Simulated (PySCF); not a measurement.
# AlH: what the fields show

```xyz
2

Al    0.0000    0.0000   -0.0600
H     0.0000    0.0000    1.6060
```

Computed with PBE0/def2-TZVP, non-relativistic Hamiltonian with scalar-relativistic core potentials where named, at a bond length of 1.666 Å in PySCF 2.14.0.

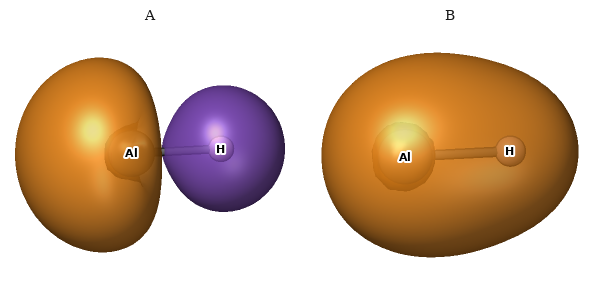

Figure 1. Two frontier orbitals, each drawn at the value that holds 80 % of its norm (orange and purple are the two phases), in no order; of a degenerate pair one member is drawn.

Name the orbitals and rank them from lowest to highest energy.

Orbital B: σ, occupied, −10.20 eV; shared between the atoms (Al 65 %, H 35 %).
Orbital A: σ, occupied, −5.83 eV; mainly on Al (75 %).

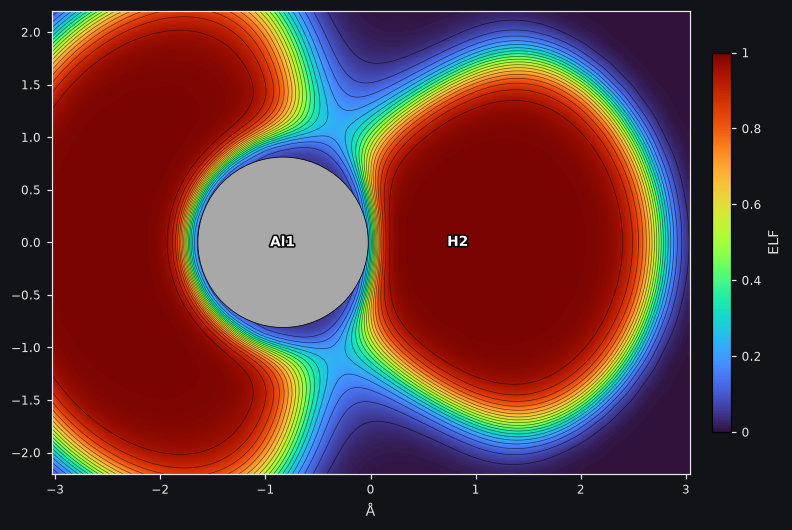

Figure 2. Electron localisation function on a plane that holds the molecular axis. Grey discs cover the atomic cores.

What does the map show?

The plane passes through Al and H nuclei.
Al–H (1.67 Å): the ELF climbs to about 1 towards the hydrogen.

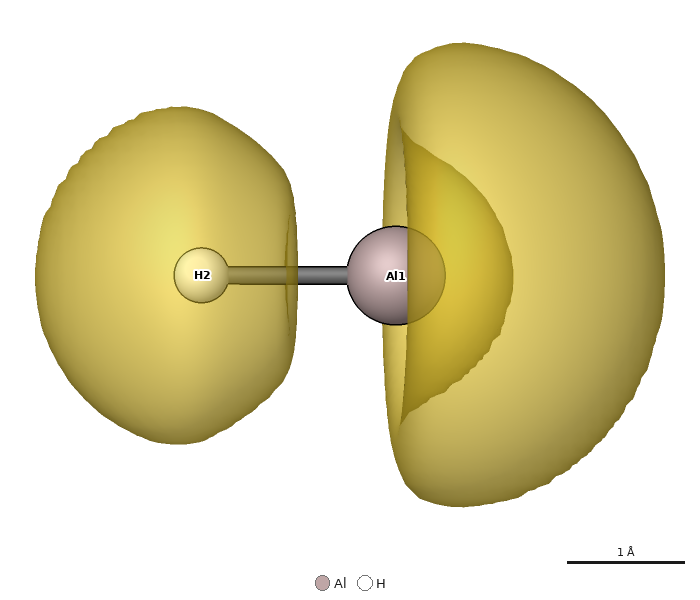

Figure 3. Isosurface of the electron localisation function at 0.75 (yellow), seen from one side. Only the valence region is drawn (cores and ρ < 0.01 e/Å³ removed).

Describe the localisation domains.

The surface consists of one region around a hydrogen nucleus and one lobe on Al, pointing away from the bonds (lone pairs).

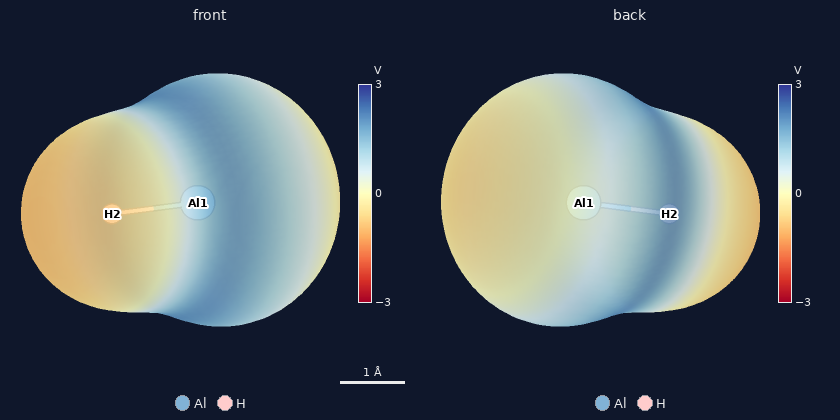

Figure 4. The molecular electrostatic potential painted on the density surface at 0.002 e/bohr³, seen from the front and from behind; the colour scale runs from red (negative) to blue (positive).

Where is the surface potential most negative and most positive?

The most negative region (about −0.9 V, or −21 kcal/mol for a unit charge) lies over H2, the most positive (about +2.1 V, or +48 kcal/mol for a unit charge) over Al1.
